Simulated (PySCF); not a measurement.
## EPR calculation, with input and output: C2H4Cl

- system: C2H4Cl, multiplicity 2, SMILES C[CH]Cl
- method: UKS B3LYP, pcH-1 on C Cl H, non-relativistic, mean-field spin-orbit, GIAO (PySCF 2.14.0)

It belongs to a series of runs on one base structure; here: X = H replaced by Cl.

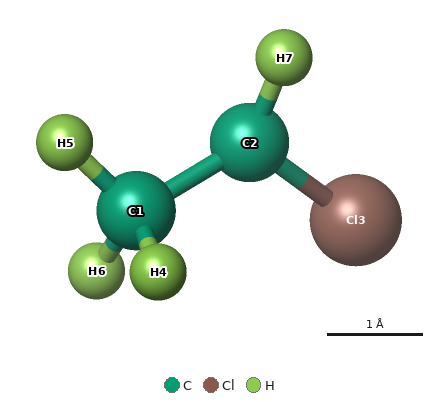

**Figure 1.** The structure (ball-and-stick view, seen at a tilt; atoms are numbered from 1 in the order of the input). Bond lengths as drawn: C–C 1.48 Å, C–Cl 1.70 Å and C–H 1.07 to 1.10 Å.

Results in brief:

- outcome: converged
- total energy: −538.775559 hartree
- ⟨S²⟩: 0.754
- isotropic g: 2.0060
- hardware: 1 CPU thread, shared host
- wall time: 23 s
- peak memory: 0.39 GiB

Input file:
```
{"job": {"kind": "epr", "basis": "pcH-1"}, "charge": 0, "multiplicity": 2}
C     -0.650714    -0.169979     0.026699
C      0.710146     0.363461    -0.175614
Cl     2.042985    -0.677120    -0.032202
H     -0.893657    -0.284606     1.091055
H     -1.380781     0.511509    -0.405556
H     -0.754679    -1.150481    -0.435815
H      0.930034     1.412121    -0.095645
```

The first line tells a small driver script what to run in PySCF; the rest is the geometry in Å.

Launched with:
```bash
OMP_NUM_THREADS=1 python <driver script> task.json out
```

What the program printed:
```
UKS, coarse grid
  cycle   1  E = -538.75597980  |g| = 2.15e-01
  cycle   2  E = -538.75755908  |g| = 1.91e-01
  cycle   3  E = -538.77502210  |g| = 3.33e-02
  cycle   4  E = -538.77552364  |g| = 8.17e-03
  cycle   5  E = -538.77556029  |g| = 3.50e-03
  cycle   6  E = -538.77556665  |g| = 1.13e-03
  cycle   7  E = -538.77556844  |g| = 7.15e-04
UKS, final grid
  cycle   1  E = -538.77555857  |g| = 1.07e-03
  cycle   2  E = -538.77555782  |g| = 1.63e-03
  cycle   3  E = -538.77555914  |g| = 2.92e-05
  cycle   4  E = -538.77555914  |g| = 1.77e-05
internal stability: stable
E = -538.77555914 Eh   <S^2> = 0.7539 (exact 0.7500)
g shifts (ppm)      1          2          3
  rmc          -170       -170       -170
  gc             -3         32         33
  oz_so        -525       5108       7006
  total        -698       4970       6869
hyperfine (MHz)  atom isotope    a_iso     a_fc   dipolar eigenvalues
    0   13C     -28.48     -28.52     -2.15     -0.58      2.74
    1   13C     139.21     138.70    -81.10    -80.45    161.55
    2  35Cl       6.53       6.63    -31.09    -20.54     51.62
    3    1H     146.40     146.40     -4.89     -2.96      7.85
    4    1H      26.14      26.13     -5.16     -4.51      9.67
    5    1H      43.02      43.00     -4.79     -4.44      9.23
    6    1H     -55.73     -55.86    -37.24     -1.83     39.06
```

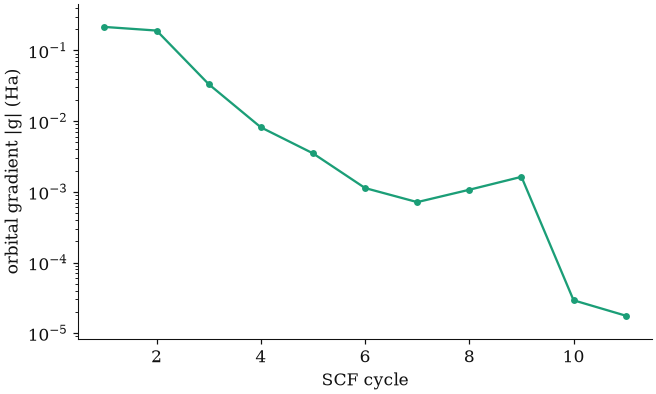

**Figure 2.** Convergence of the self-consistent field: orbital gradient |g| against the SCF cycle. All cycles printed in the log are drawn one after another.

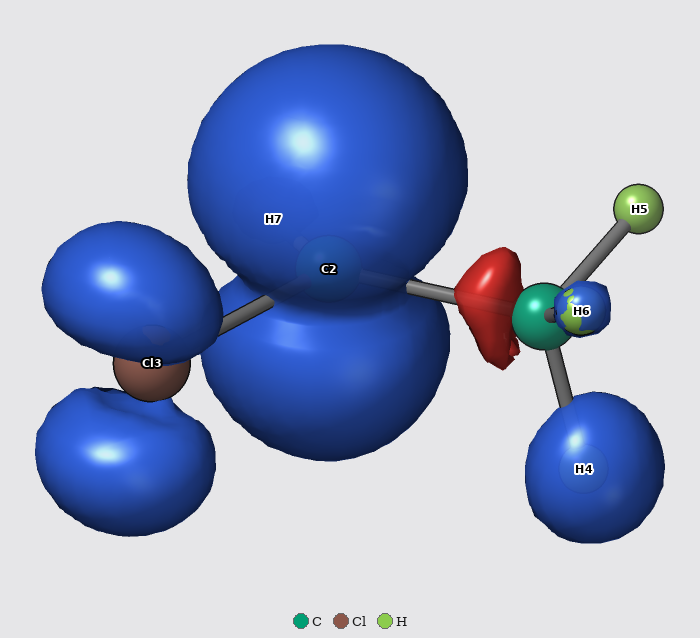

**Figure 3.** Isosurfaces of the spin density (α minus β) at +0.03 (blue) and −0.03 e/Å³ (red), seen at an oblique angle. The unpaired spin (1 electron) lies mostly on C2 (about 0.7) and Cl3 (about 0.2), in electrons by Hirshfeld's partition.

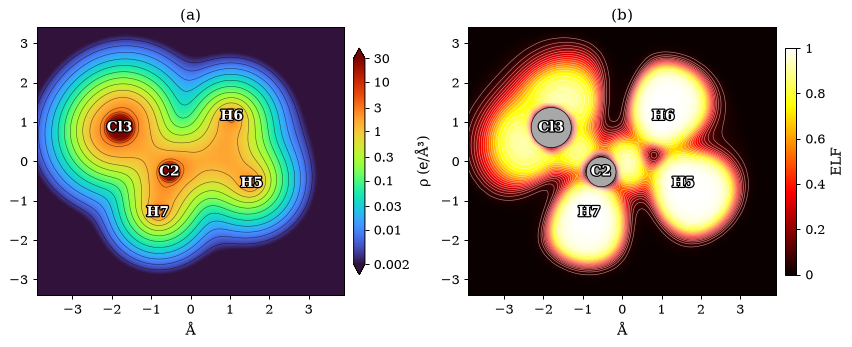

**Figure 4.** (a) electron density; (b) ELF on the plane of atoms Cl3, C2 and H7. Grey discs, where drawn, cover atomic cores. The section cuts through C, Cl and H sites. C–H (1.07 Å): ρ is about 2.1 e/Å³ halfway; the ELF climbs to about 1 towards the hydrogen, as it does in any bond to H (a covalent bond by its length).
